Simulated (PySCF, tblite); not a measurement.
# C₇H₁₁F: a rotation path, then NMR shifts on frames, part 2 of 2

tblite 0.8.0 and PySCF 2.14.0. Atoms count from 0. The steps go on from the part before.

### Step 5. Nuclear shieldings: image 4, PBE0/pcSseg-1

Job settings and geometry (Å):

```
{"job": {"kind": "nmr", "xc": "PBE0", "basis": "pcSseg-1", "pop": false}, "charge": 0, "multiplicity": 1}
F      3.245500    -0.693000    -1.064600
C      2.684500     0.236600    -0.219400
C      1.383700    -0.299800     0.387600
C      0.218800     0.626900     0.121300
C     -0.484700     0.554000    -1.220700
C     -1.151400     0.079700     0.010700
C     -2.458700     0.226100     0.684200
C     -1.858200    -1.142300     0.446000
H      2.497500     1.128000    -0.826300
H      3.444400     0.458100     0.536200
H      1.174800    -1.270400    -0.066300
H      1.500400    -0.453100     1.462000
H      0.334500     1.611900     0.562200
H     -0.820900     1.472000    -1.679600
H     -0.140100    -0.187400    -1.927600
H     -3.317600     0.516500     0.096300
H     -2.478000     0.601300     1.697000
H     -2.310000    -1.773400    -0.305300
H     -1.474400    -1.682400     1.299000
```

Method: GIAO PBE0/pcSseg-1 NMR shielding, non-relativistic, gas phase.

The log of the run:

```text
coarse grid: 15512 points
cycle   1  E = -372.5478168331  dE =  1.194e+00  |g| = 5.372e-01  |ddm| = 3.796e+00
cycle   2  E = -372.5250935487  dE =  2.272e-02  |g| = 6.873e-01  |ddm| = 9.324e-01
cycle   3  E = -372.6081206701  dE = -8.303e-02  |g| = 6.490e-02  |ddm| = 5.212e-01
cycle   4  E = -372.6087721368  dE = -6.515e-04  |g| = 3.012e-02  |ddm| = 6.255e-02
cycle   5  E = -372.6089672619  dE = -1.951e-04  |g| = 3.889e-03  |ddm| = 2.616e-02
cycle   6  E = -372.6089698934  dE = -2.632e-06  |g| = 1.590e-03  |ddm| = 6.012e-03
final grid: 149152 points
cycle   7  E = -372.6640051252  dE = -5.193e-05  |g| = 9.592e-03  |ddm| = 3.618e-02
cycle   8  E = -372.6639942499  dE =  1.088e-05  |g| = 1.202e-02  |ddm| = 2.084e-02
cycle   9  E = -372.6640284658  dE = -3.422e-05  |g| = 1.172e-03  |ddm| = 1.163e-02
cycle  10  E = -372.6640287129  dE = -2.471e-07  |g| = 2.009e-04  |ddm| = 1.027e-03
cycle  11  E = -372.6640287196  dE = -6.630e-09  |g| = 4.775e-05  |ddm| = 1.877e-04
cycle  12  E = -372.6640287200  dE = -4.100e-10  |g| = 2.125e-05  |ddm| = 6.054e-05
converged SCF energy = -372.6640287200

GIAO shielding tensors (ppm)
atom      isotropic    diamagn.    paramagn.     s11        s22        s33       span
  0 F      403.915     469.999     -66.084    348.016    382.146    481.582    133.566
  1 C       99.144     241.747    -142.603     62.270     83.209    151.954     89.684
  2 C      148.484     246.576     -98.092    123.074    154.684    167.694     44.620
  3 C      164.413     250.676     -86.262    131.419    164.220    197.601     66.182
  4 C      171.774     251.743     -79.969    145.806    166.008    203.509     57.703
  5 C      169.716     253.303     -83.588    111.275    193.912    203.960     92.685
  6 C      177.564     253.494     -75.930    151.242    174.343    207.107     55.865
  7 C      179.574     251.308     -71.734    152.973    175.900    209.849     56.876
  8 H       26.911      28.887      -1.976     22.533     28.456     29.745      7.212
  9 H       26.666      27.492      -0.826     22.159     27.550     30.290      8.131
 10 H       30.620      31.778      -1.158     25.595     31.172     35.093      9.498
 11 H       29.263      31.104      -1.841     23.941     29.117     34.730     10.789
 12 H       30.733      33.003      -2.270     23.805     29.462     38.931     15.126
 13 H       30.706      32.074      -1.368     25.019     27.031     40.068     15.049
 14 H       31.006      32.598      -1.592     25.826     28.296     38.896     13.070
 15 H       30.854      30.348       0.507     24.797     27.266     40.500     15.703
 16 H       30.921      31.344      -0.422     24.677     27.968     40.119     15.441
 17 H       30.974      30.320       0.655     25.251     27.172     40.500     15.250
 18 H       30.913      31.432      -0.519     25.367     27.831     39.540     14.172
```

It took 32 s on 1 thread of Intel Xeon Platinum 8488C, shared host; peak memory 0.88 GiB.

This run: δ C1 87.8, C2 38.4, C3 22.5, C5 17.2, H9 5.05, H8 4.81 ppm.

### Step 6. Shielding tensors: image 6, PBE0/pcSseg-1

Job settings and geometry (Å):

```
{"job": {"kind": "nmr", "xc": "PBE0", "basis": "pcSseg-1", "pop": false}, "charge": 0, "multiplicity": 1}
F      2.941000    -0.394400    -1.387900
C      2.689200     0.240400    -0.194100
C      1.387000    -0.271600     0.422400
C      0.214900     0.627100     0.096900
C     -0.472600     0.492900    -1.247700
C     -1.149300     0.063300    -0.005400
C     -2.464500     0.229800     0.648500
C     -1.852100    -1.143200     0.476200
H      2.630400     1.309500    -0.420600
H      3.556200     0.043600     0.444600
H      1.196100    -1.272700     0.031300
H      1.503700    -0.349200     1.504900
H      0.313200     1.630300     0.499400
H     -0.810400     1.389600    -1.745400
H     -0.107900    -0.269900    -1.920300
H     -3.319000     0.487600     0.039700
H     -2.498800     0.647300     1.644700
H     -2.292500    -1.809100    -0.251300
H     -1.474500    -1.641900     1.356800
```

Level: GIAO PBE0/pcSseg-1 NMR shielding, non-relativistic, gas phase.

The log of the run:

```text
coarse grid: 15512 points
cycle   1  E = -372.5490645933  dE =  1.197e+00  |g| = 5.386e-01  |ddm| = 3.799e+00
cycle   2  E = -372.5251320827  dE =  2.393e-02  |g| = 6.931e-01  |ddm| = 9.459e-01
cycle   3  E = -372.6100970384  dE = -8.496e-02  |g| = 6.500e-02  |ddm| = 5.301e-01
cycle   4  E = -372.6107432911  dE = -6.463e-04  |g| = 3.012e-02  |ddm| = 6.073e-02
cycle   5  E = -372.6109369470  dE = -1.937e-04  |g| = 3.839e-03  |ddm| = 2.534e-02
cycle   6  E = -372.6109395482  dE = -2.601e-06  |g| = 1.394e-03  |ddm| = 5.825e-03
final grid: 149152 points
cycle   7  E = -372.6659143495  dE = -5.313e-05  |g| = 9.802e-03  |ddm| = 3.867e-02
cycle   8  E = -372.6659031961  dE =  1.115e-05  |g| = 1.230e-02  |ddm| = 2.102e-02
cycle   9  E = -372.6659384631  dE = -3.527e-05  |g| = 1.145e-03  |ddm| = 1.161e-02
cycle  10  E = -372.6659386996  dE = -2.365e-07  |g| = 2.050e-04  |ddm| = 9.911e-04
cycle  11  E = -372.6659387066  dE = -7.018e-09  |g| = 4.499e-05  |ddm| = 1.972e-04
cycle  12  E = -372.6659387069  dE = -3.441e-10  |g| = 2.088e-05  |ddm| = 5.894e-05
converged SCF energy = -372.6659387069

GIAO shielding tensors (ppm)
atom      isotropic    diamagn.    paramagn.     s11        s22        s33       span
  0 F      410.478     472.053     -61.575    358.667    397.146    475.622    116.955
  1 C       98.869     239.832    -140.963     63.934     84.863    147.809     83.875
  2 C      148.419     246.592     -98.173    130.741    152.231    162.286     31.545
  3 C      163.412     250.624     -87.212    128.820    161.621    199.794     70.974
  4 C      171.765     251.548     -79.783    145.892    167.131    202.272     56.380
  5 C      171.220     253.293     -82.073    112.120    196.791    204.749     92.629
  6 C      177.645     253.488     -75.843    151.364    174.335    207.236     55.872
  7 C      179.624     251.316     -71.692    153.369    175.782    209.723     56.354
  8 H       26.883      28.380      -1.497     22.776     28.130     29.742      6.966
  9 H       26.728      27.068      -0.340     21.670     27.392     31.121      9.451
 10 H       30.531      31.604      -1.074     25.787     30.878     34.927      9.140
 11 H       29.610      31.288      -1.678     24.110     29.249     35.473     11.363
 12 H       30.657      33.109      -2.452     23.855     29.206     38.910     15.056
 13 H       30.686      32.067      -1.381     25.055     27.021     39.982     14.927
 14 H       30.907      32.495      -1.588     25.915     28.019     38.787     12.872
 15 H       30.872      30.372       0.500     24.816     27.296     40.504     15.688
 16 H       30.927      31.362      -0.435     24.715     27.958     40.108     15.393
 17 H       31.012      30.314       0.698     25.263     27.213     40.561     15.298
 18 H       30.940      31.450      -0.511     25.417     27.836     39.567     14.150
```

Run time: 34 s. Hardware: 1 thread of Intel Xeon Platinum 8488C, shared host; peak memory 0.87 GiB.

In short: δ C1 88.1, C2 38.5, C3 23.5, C5 15.7, H9 4.99, H8 4.83 ppm.

### Step 7. Nuclear shieldings: image 8, PBE0/pcSseg-1

Job settings and geometry (Å):

```
{"job": {"kind": "nmr", "xc": "PBE0", "basis": "pcSseg-1", "pop": false}, "charge": 0, "multiplicity": 1}
F      2.702600     0.095500    -1.526900
C      2.696100     0.248300    -0.161200
C      1.386800    -0.257100     0.432400
C      0.213800     0.620700     0.054800
C     -0.469200     0.417800    -1.283800
C     -1.146000     0.038800    -0.024600
C     -2.462600     0.240300     0.617100
C     -1.849200    -1.140400     0.524000
H      2.839600     1.316200     0.033500
H      3.552700    -0.319400     0.218000
H      1.208300    -1.274400     0.079800
H      1.498800    -0.284300     1.518900
H      0.302900     1.642000     0.410500
H     -0.814500     1.289900    -1.819900
H     -0.091200    -0.363900    -1.926000
H     -3.314200     0.463500    -0.009700
H     -2.501300     0.717500     1.586000
H     -2.289900    -1.849900    -0.161500
H     -1.473100    -1.591800     1.431200
```

Level: GIAO PBE0/pcSseg-1 NMR shielding, non-relativistic, gas phase.

The log of the run:

```text
coarse grid: 15512 points
cycle   1  E = -372.5528797329  dE =  1.193e+00  |g| = 5.369e-01  |ddm| = 3.799e+00
cycle   2  E = -372.5288125958  dE =  2.407e-02  |g| = 6.923e-01  |ddm| = 9.800e-01
cycle   3  E = -372.6139334210  dE = -8.512e-02  |g| = 6.509e-02  |ddm| = 5.530e-01
cycle   4  E = -372.6145732333  dE = -6.398e-04  |g| = 3.009e-02  |ddm| = 6.014e-02
cycle   5  E = -372.6147649905  dE = -1.918e-04  |g| = 3.821e-03  |ddm| = 2.496e-02
cycle   6  E = -372.6147675828  dE = -2.592e-06  |g| = 1.276e-03  |ddm| = 5.573e-03
final grid: 149152 points
cycle   7  E = -372.6689696076  dE = -5.182e-05  |g| = 1.004e-02  |ddm| = 3.936e-02
cycle   8  E = -372.6689577169  dE =  1.189e-05  |g| = 1.273e-02  |ddm| = 2.107e-02
cycle   9  E = -372.6689943551  dE = -3.664e-05  |g| = 1.150e-03  |ddm| = 1.161e-02
cycle  10  E = -372.6689945957  dE = -2.407e-07  |g| = 1.928e-04  |ddm| = 9.873e-04
cycle  11  E = -372.6689946019  dE = -6.156e-09  |g| = 4.296e-05  |ddm| = 1.974e-04
cycle  12  E = -372.6689946022  dE = -3.105e-10  |g| = 2.021e-05  |ddm| = 5.652e-05
converged SCF energy = -372.6689946022

GIAO shielding tensors (ppm)
atom      isotropic    diamagn.    paramagn.     s11        s22        s33       span
  0 F      419.821     474.420     -54.599    373.663    428.704    457.097     83.434
  1 C       99.301     238.556    -139.255     61.698     85.993    150.211     88.513
  2 C      148.502     246.953     -98.450    139.587    145.400    160.520     20.933
  3 C      165.720     250.542     -84.822    133.564    159.021    204.575     71.010
  4 C      170.587     251.187     -80.600    143.674    167.521    200.567     56.894
  5 C      172.553     253.043     -80.490    112.350    199.954    205.354     93.004
  6 C      177.643     253.526     -75.883    151.164    174.246    207.518     56.354
  7 C      179.663     251.283     -71.620    153.302    175.819    209.869     56.567
  8 H       26.886      27.943      -1.057     22.418     27.072     31.167      8.750
  9 H       26.753      26.770      -0.017     21.648     26.967     31.645      9.997
 10 H       30.461      31.830      -1.369     25.379     30.657     35.346      9.967
 11 H       29.986      31.289      -1.303     24.827     29.129     36.003     11.177
 12 H       30.690      33.187      -2.497     23.894     29.025     39.150     15.256
 13 H       30.647      31.976      -1.329     25.074     27.056     39.812     14.739
 14 H       30.902      32.403      -1.501     26.214     27.847     38.645     12.431
 15 H       30.887      30.396       0.490     24.827     27.315     40.519     15.692
 16 H       30.939      31.415      -0.475     24.742     27.980     40.095     15.354
 17 H       31.023      30.271       0.752     25.246     27.184     40.640     15.394
 18 H       30.930      31.439      -0.510     25.391     27.861     39.537     14.145
```

Run time: 35 s. Hardware: 1 thread of Intel Xeon Platinum 8488C, shared host; peak memory 0.88 GiB.

Key values: δ C1 87.6, C2 38.4, C3 21.2, C4 16.3, H9 4.96, H8 4.83 ppm.

### Step 8. Side by side: NMR shifts

Shifts (ppm) of some atoms, chosen among heavy atoms and hydrogens apart, with basis size and wall time:

```
  frame    C1    C3    C5    C4   H11   H14      F0  functions  time
image 0  87.1  16.7  15.4  14.9  2.28  0.41  -246.4        191  33 s
image 2  87.4  18.6  17.0  15.3  2.47  0.52  -239.1        191  32 s
image 4  87.8  22.5  17.2  15.2  2.45  0.71  -233.0        191  32 s
image 6  88.1  23.5  15.7  15.2  2.11  0.81  -239.5        191  34 s
image 8  87.6  21.2  14.4  16.3  1.73  0.82  -248.9        191  35 s
```

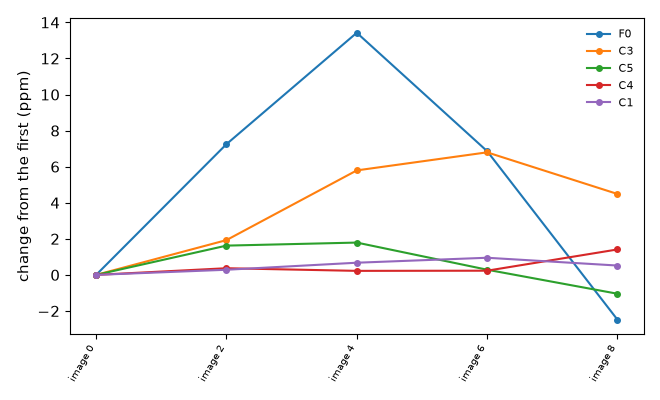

How five of the tabulated atoms move from run to run.

### Step 9. Summary of results

This closing draws on all 2 parts.

| quantity | value |
| --- | --- |
| barrier | 0.084 eV (1.9 kcal/mol) at image 4 |
| end to end (GFN2-xTB) | 0.021 eV |
| 13C shifts against TMS (PBE0/pcSseg-1, image 0) | 87.1, 37.7, 16.7, 15.4, 14.9, 9.6, 7.3 ppm |
| 1H shifts against TMS (PBE0/pcSseg-1, image 0) | 4.85, 4.82, 2.28, 1.18, 0.88, 0.87, 0.85, 0.83, 0.82, 0.75, 0.41 ppm |
| 19F shifts against CFCl3 (PBE0/pcSseg-1, image 0) | -246.4 ppm |
| range of the shift of F0 | -248.9 to -233.0 ppm |

In words: Along the band the dihedral turns by 112°, and the top (dihedral 236°) lies 1.9 kcal/mol above the start (GFN2-xTB, rough), so at room temperature this motion is fast. Ends this close can change order at a higher level. The top was not checked by a frequency run. Shifts at one fixed geometry are not the observed spectrum, which averages over the motion. In the first frame run (image 0): The largest span, 102 ppm, is at C1, where the paramagnetic term is -144 ppm. Across the 5 runs the shift of F0 moves most, between -248.9 (image 8) and -233.0 ppm (image 4).
